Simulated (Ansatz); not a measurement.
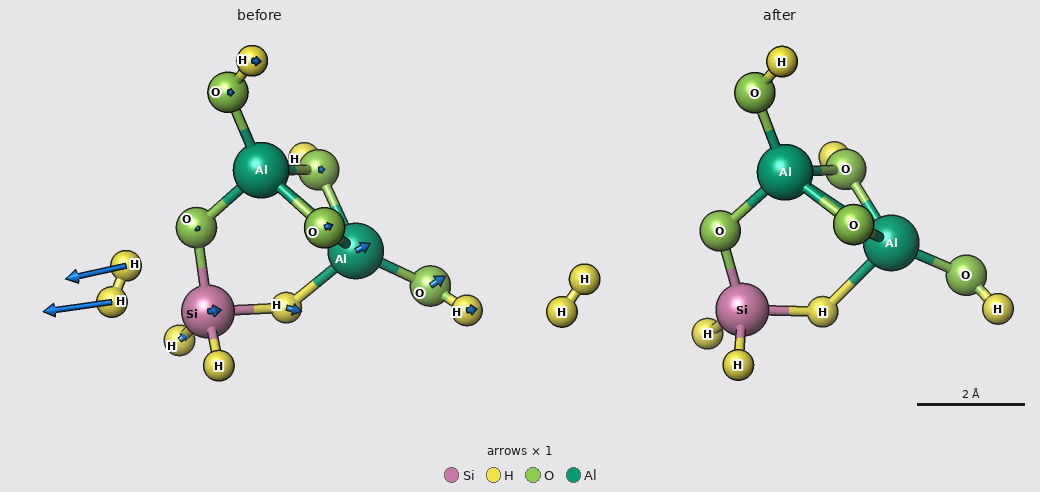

The structure of Al$_{2}$SiH$_{8}$O$_{5}$ (started from a transition state, displaced along its imaginary mode) before (left) and after (right) a relaxation, at one scale. The blue arrows give the displacements, at their true length.

A ball-and-stick model, seen at a tilt.

Computed with Ansatz, RKS PBE0-D4/def2-TZVP. Set-up: force threshold 0.005 eV/Å; at most 200 steps.

> Summarise the run.

Over 21 geometry steps the energy falls by 112.1 kJ/mol. Largest force component: 2.8 eV/Å at the start, 0.0028 eV/Å at the end. The atom that moves furthest after the best rigid fit is an H atom (1.34 Å). By element the largest moves are H 1.34 Å, O 0.36 Å, Al 0.33 Å, Si 0.29 Å. Among the contacts that change: H–Si 1.908 → 3.498 Å, H–Si 1.841 → 3.147 Å, Al–H 1.796 → 1.928 Å, H–Si 1.544 → 1.483 Å. Among the angles between lasting bonds that change: O–Si–H 98.6° → 110.2°, H–Si–H 92.4° → 101.3°, O–Al–Al 155.2° → 146.5°. Groups turn about Al–O by about 25°.
